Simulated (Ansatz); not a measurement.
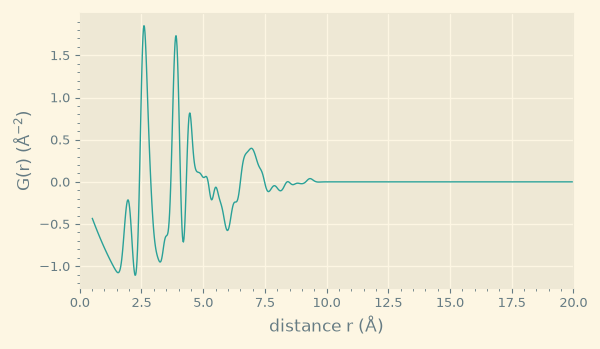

Computed X-ray G(r), with each pair weighted by the product of the atomic numbers (X-ray weights at Q = 0) and a uniform peak width σ = 0.12 Å, for spherical particles of SrAlF4 with the bulk structure: the bulk G(r) is multiplied by the envelope of a sphere of diameter D, 1 − 3r/2D + r³/2D³, with no surface relaxation. The number density is 0.0733 atoms per Å³. Basis of the simulation: coordinates from a relaxation with DFT, PAW plane waves, r2scan (Ansatz); the starting structure was generated, so it need not be a known form of this composition.

### Estimate the particle diameter.

About 10 Å (1.0 nm): the signal vanishes at r = D, fading from view somewhat earlier.

### Roughly how many atoms does one particle hold?

About 38 (number density 0.0733 Å⁻³ times πD³/6).
